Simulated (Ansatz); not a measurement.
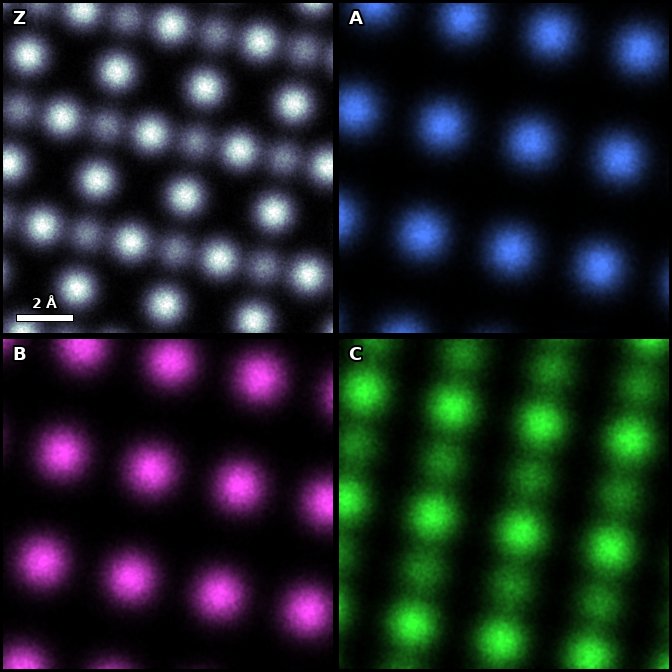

MgAuI3 (Pm-3m, No. 221) along [211]. Panel Z: Simulated incoherent Z contrast: every atom adds Z^1.7 spread by a probe of 1.06 Å full width; channelling and multiple scattering are left out. Shot noise was added. The other panels are simulated element maps (the number of atoms of one element along the beam, blurred by 1.4 Å, with counting noise; each on its own scale, no channelling). Atomic positions: coordinates from a relaxation with DFT PBE, scalar-relativistic, plane waves, PAW in Ansatz; the starting structure was generated, so it need not be a known form of this composition.

```cif
data_structure
_symmetry_space_group_name_H-M 'Pm-3m'
_symmetry_Int_Tables_number 221
_cell_length_a 5.6715
_cell_length_b 5.6715
_cell_length_c 5.6715
_cell_angle_alpha 90.000
_cell_angle_beta 90.000
_cell_angle_gamma 90.000
_cell_volume 182.43
loop_
_atom_site_label
_atom_site_type_symbol
_atom_site_symmetry_multiplicity
_atom_site_Wyckoff_symbol
_atom_site_fract_x
_atom_site_fract_y
_atom_site_fract_z
_atom_site_occupancy
Mg1 Mg 1 b 0.50000 0.50000 0.50000 1
Au1 Au 1 a 0.00000 0.00000 0.00000 1
I1 I 3 d 0.50000 0.00000 0.00000 1
```

Question: Which element does each lettered map show?

Answer: A: Mg, B: Au, C: I. The projected cell (3.27 × 4.01 Å, 90°) holds 3 columns: 1 of I + Mg, 1 of Au and 1 of I. Columns shared by several elements: I + Mg.
